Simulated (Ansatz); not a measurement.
Single-point calculation, with input and output: C4H3IS

System: C4H3IS, SMILES Ic1cccs1.
Method: RKS PBE0-D4/def2-TZVPP (Ansatz 0.2.0).

The geometry comes from this level: PBE0-D4/def2-TZVP.

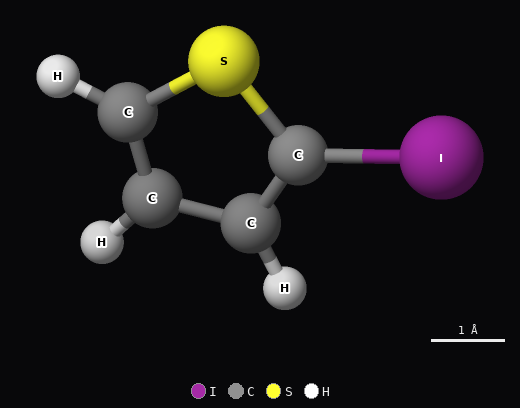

**Figure 1.** The input geometry (ball-and-stick view, seen at a tilt). Bond lengths as drawn: C–C 1.36 to 1.42 Å, C–H 1.08 Å, C–I 2.06 Å and C–S 1.71 Å.

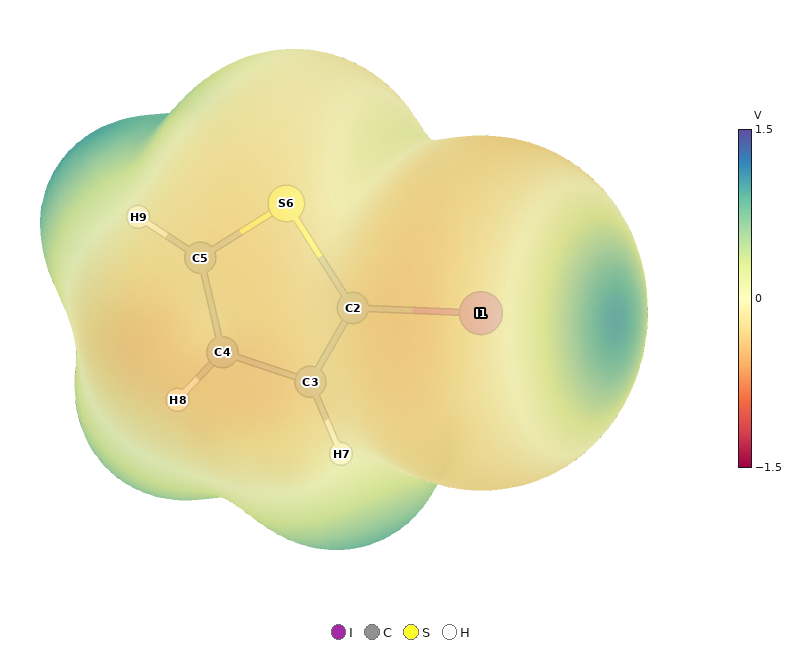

**Figure 2.** The molecular electrostatic potential painted on the density surface at 0.001 e/bohr³, seen at a tilt; the colour scale runs from red (negative) to blue (positive).

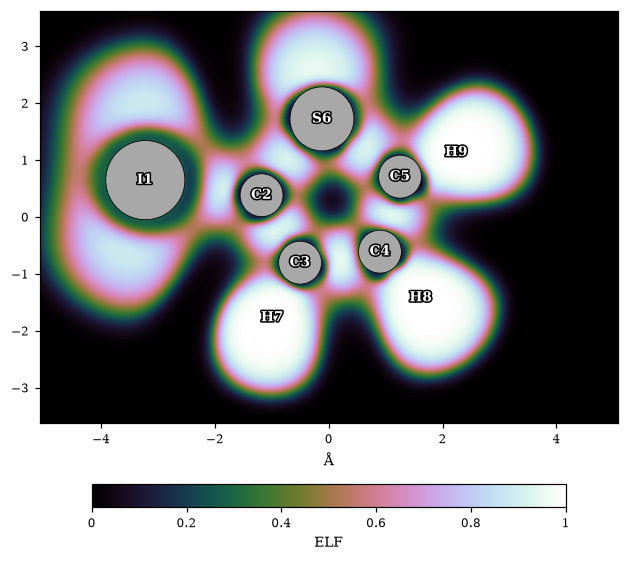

**Figure 3.** ELF on the molecular plane. Grey discs, where drawn, cover atomic cores. The section cuts through I, C, S and H sites. C–C (1.36 Å): the ELF peaks at about 0.95 between the atoms, which marks localised, shared-pair bonding. C–S (1.71 Å): the ELF peaks at about 0.90 between the atoms, as expected for localised, shared-pair bonding. C–I (2.06 Å): the ELF peaks at about 0.90 between the atoms (a shared electron pair). C–C (1.42 Å): the ELF peaks at about 0.95 between the atoms, which marks a covalent bond.

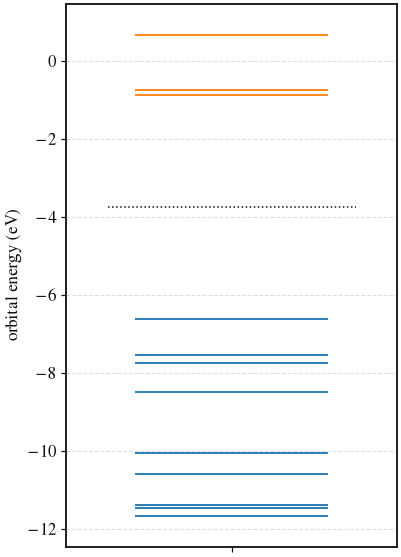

**Figure 4.** Orbital energies near the frontier; the dotted line parts filled from empty levels, and levels within 0.02 eV of each other stand side by side. Highest filled −6.62 eV, lowest empty −0.89 eV, 5.73 eV apart.

The input that produced these results follows, with the program's output.

Input
```yaml
crystal:
  periodic: [false, false, false]
  atoms:
    - {symbol: I, position_ang: [0.994403, 0.273549, -3.125484]}
    - {symbol: C, position_ang: [0.319236, 0.228505, -1.180156]}
    - {symbol: C, position_ang: [0.481369, -0.779650, -0.274999]}
    - {symbol: C, position_ang: [-0.114759, -0.470177, 0.972124]}
    - {symbol: C, position_ang: [-0.710544, 0.755656, 0.984228]}
    - {symbol: S, position_ang: [-0.551580, 1.543938, -0.521030]}
    - {symbol: H, position_ang: [1.004072, -1.700193, -0.494351]}
    - {symbol: H, position_ang: [-0.100211, -1.134440, 1.825958]}
    - {symbol: H, position_ang: [-1.233684, 1.236610, 1.796711]}
basis:
  gaussian: {orbitals: def2-TZVPP}
hamiltonian: {xc: pbe0, dispersion: d4}
output: {orbitals: {seedname: orbitals}}
```

Launched with:
```bash
ansatz run in.yaml --threads 4 --pin off --events-out ev --progress --plain --max-ram 10444MiB
```

Output
```
Functional definition: PBE0
  name "PBE0"
  cite "Adamo & Barone, J. Chem. Phys. 110, 6158 (1999) doi:10.1063/1.478522"
  cite "Perdew, Burke & Ernzerhof, Phys. Rev. Lett. 77, 3865 (1996) doi:10.1103/PhysRevLett.77.3865"
  parent pbe
  parameter a = 0.25
  parameter kappa = 0.804
  parameter beta = 0.06672455060314922
  exchange = (1 - a)*pbe_x(kappa = kappa, mu = beta*pi^2/3) + a*exact_x
  correlation = pbe_c(beta = beta)
1630 factors; their error is unknown
mean field evaluation 1: about -23112.6355 eV, gradient 7.3e1 eV
mean field evaluation 2: about -23077.6770 eV, gradient 1.4e2 eV
mean field evaluation 4: about -23125.6033 eV, gradient 1.2e1 eV
mean field evaluation 8: about -23125.9707 eV, gradient 1.5e-1 eV
mean field evaluation 16: about -23126.2606 eV, gradient 8.5e-4 eV
mean field -23126.26055027 eV, -849.8743996801 hartree, gradient 1.7e-5 eV, S^2 0.000000; 0 other end points of the search recorded, 0 dependent functions left out
reference -23126.26057872 eV, -849.8744007255 hartree; 34, 34 occupied and 224, 224 virtual orbitals, 1630 factors
Total energy: -23126.54259012 eV, -849.8847644532 hartree
```

Results in brief

```json
{"quantity": "outcome", "value": "converged"}
{"quantity": "total energy", "value": "−23126.5426 eV"}
{"quantity": "mean-field energy", "value": "−23126.2606 eV"}
{"quantity": "dispersion energy", "value": "−0.2820 eV"}
{"quantity": "SCF solution under orbital rotations", "value": "stable"}
{"quantity": "HOMO", "value": "−6.62 eV"}
{"quantity": "LUMO", "value": "−0.89 eV"}
{"quantity": "hardware", "value": "4 threads of Intel Xeon @ 2.80GHz, 23 GiB of memory available, shared host"}
{"quantity": "wall time", "value": "3.5 s (CPU time 13 s)"}
{"quantity": "peak memory", "value": "0.81 GiB"}
```
